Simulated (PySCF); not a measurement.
**CH₇Al₃N₃ (doublet): density, localisation and related maps**

Input

```
{"job": {"kind": "epr"}, "charge": 0, "multiplicity": 2}
N     -0.116938     0.969084     1.171455
Al    -1.746862     1.294132     0.503834
N     -2.157948     0.371327    -0.978604
Al    -1.066819    -0.793056    -1.798044
N      0.528755    -1.018943    -1.014215
Al     1.073659    -0.186426     0.481345
C      2.790647    -0.506438     1.298969
H      0.156296     1.475842     2.010597
H     -2.757285     2.319466     1.171444
H     -3.074043     0.526788    -1.393229
H     -1.484796    -1.566539    -3.119155
H      1.170308    -1.677930    -1.449628
H      3.541660    -1.208968     0.912138
H      3.136423    -0.011951     2.217336
```

Launched as:

```sh
OMP_NUM_THREADS=1 python cluster_run.py task.json out
```

Geometry: PBE0-D3(BJ)/def2-SVP.

Level of theory: UKS B3LYP, IGLO-III on Al C N, pcH-1 on H, non-relativistic, mean-field spin-orbit, GIAO (PySCF 2.14.0, density-fitted response routines).

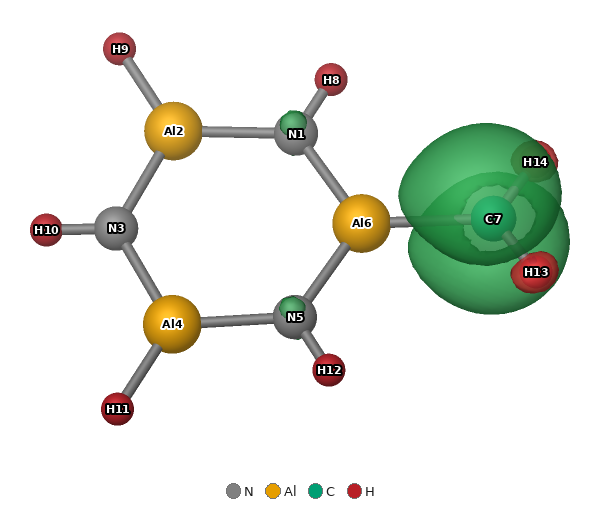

Figure 1. Isosurfaces of the spin density at +0.02 (green) and −0.02 e/Å³ (red), seen at a tilt.

Q: Where is the unpaired spin?

A: The unpaired spin (1 electron) lies mostly on C7 (about 0.8) and Al6 (about 0.1), in electrons by Hirshfeld's partition.

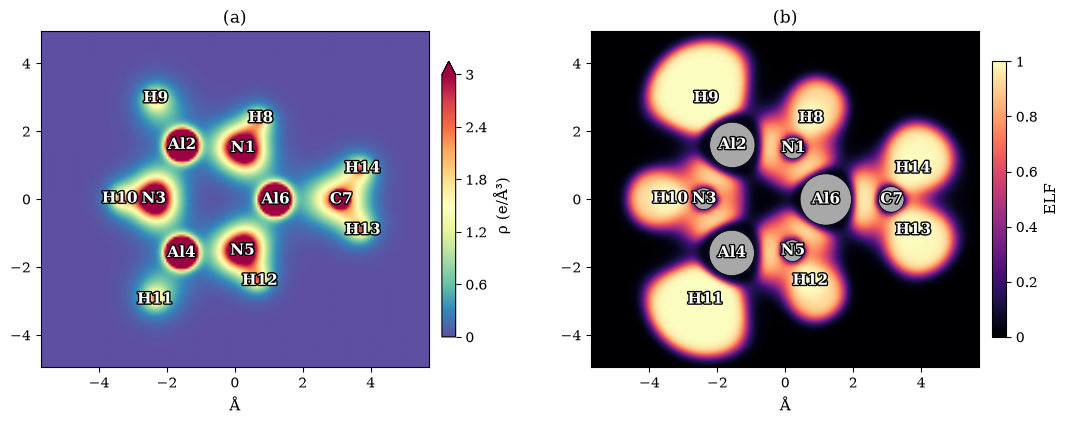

Figure 2. (a) electron density; (b) electron localisation function on the molecular plane. Grey discs cover the atomic cores in the ELF map.

Q: Read the bonding off the picture.

A: The section cuts through N, Al, C and H sites.
Al–N (1.79 Å): ρ is about 0.82 e/Å³ halfway; the ELF peaks at about 0.90 in the valence shell of N, 0.7 Å from its nucleus, and is about 0.65 at the midpoint.
C–Al (1.93 Å): ρ at the midpoint is about 0.72 e/Å³; the ELF peaks at about 0.95 between the atoms (a polar covalent bond).
N–H (1.02 Å): ρ at the midpoint is about 2.7 e/Å³; the ELF climbs to about 1 towards the hydrogen, as it does in any bond to H; an ordinary covalent bond to hydrogen.
C–H (1.10 Å): the density is about 1.9 e/Å³ at the midpoint; the ELF climbs to about 1 towards the hydrogen (a covalent bond by its length).
Al–H (1.59 Å): the density is about 0.56 e/Å³ at the midpoint; the ELF climbs to about 1 towards the hydrogen.

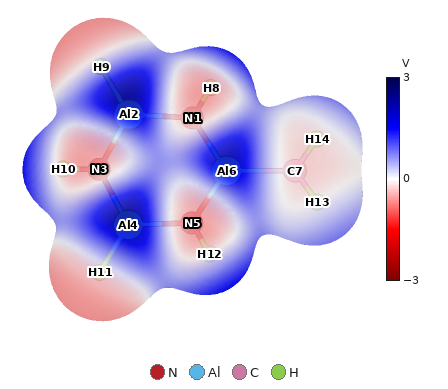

Figure 3. The electrostatic potential painted on the density surface at 0.002 e/bohr³, seen at a tilt; the colour scale runs from red (negative) to blue (positive).

Q: Describe the electrostatic potential map.

A: The most negative region (about −0.6 V) lies over the H and N atoms, the most positive (about +2.3 V) over Al2 and Al4.
